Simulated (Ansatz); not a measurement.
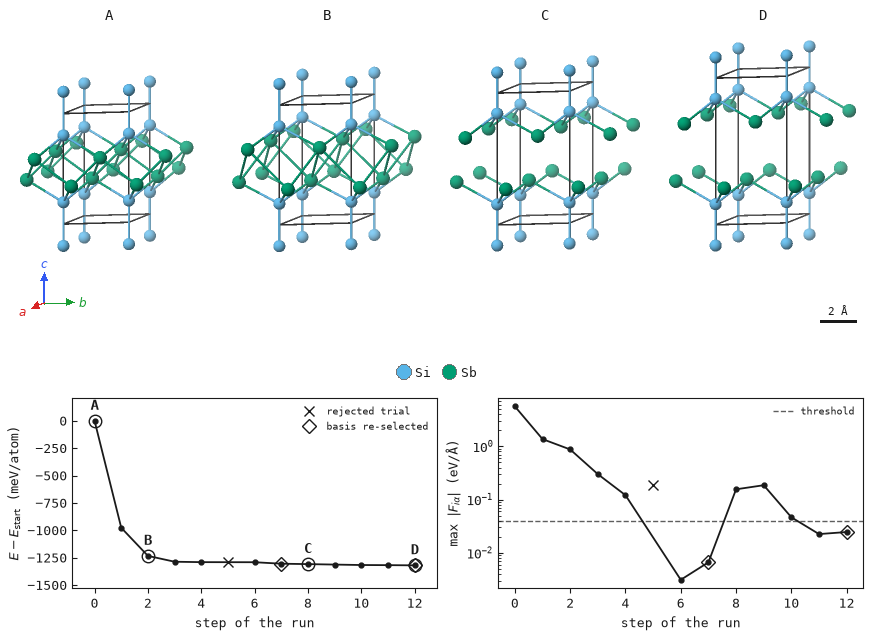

Frames of a relaxation of crystalline SiSb (a generated structure, set up in P-3m1) (coarse preliminary run), marked on the history of the run. Style: ball-and-stick. Shown: the cell of the calculation, slightly off an axis.

Theory: Ansatz 0.2.0, DFT PBE, scalar-relativistic, plane waves, PAW. Set-up: plane-wave cutoff 420 eV; k-point mesh 6 × 6 × 4; occupations gaussian; smearing width 0.1 eV; no spin polarisation; cell and atoms relaxed; force threshold 0.04 eV/Å; at most 70 steps.

Question: Describe the path.

Answer: The largest moves relative to the cell, 0.82 Å, are those of Sb atoms. Largest moves by element: Sb 0.82 Å, Si 0.46 Å. Cell: a = b 3.729 → 4.046 Å (+8.5 %), c 6.214 → 8.247 Å (+32.7 %). Volume +56.2 %. Among the contacts that change: Sb–Sb 2.582 → 4.229 Å, Sb–Si 2.449 → 2.625 Å, Si–Si 2.454 → 2.328 Å. Bonds break: Sb–Sb (2.58 → 4.23 Å). The space group stays P-3m1 (No. 164). Over 9 accepted moves (12 points after the start) the energy falls by 1319 meV per atom. Largest force component: 5.6 eV/Å at the start, 0.025 eV/Å at the end. The pressure goes from 49.89 to 0.32 GPa. The line search rejected the trial step at point 5 of the run. The SCF was repeated twice at an unchanged geometry on a basis and grid sized afresh for the cell, which shifted the energy by 13.5 meV per atom at most. Cost: 51 s on 1 thread of Arm Neoverse V1, with other jobs on the host, peak memory 0.39 GiB. From step 0 to 2: Sb atoms move most (0.30 Å), volume +30.8 %, energy −1233 meV per atom. From step 2 to 8: Sb atoms move most (0.22 Å), volume +11.4 %, energy −75.1 meV per atom. From step 8 to 12: Sb atoms move most (0.21 Å), volume +7.2 %, energy −11.3 meV per atom.
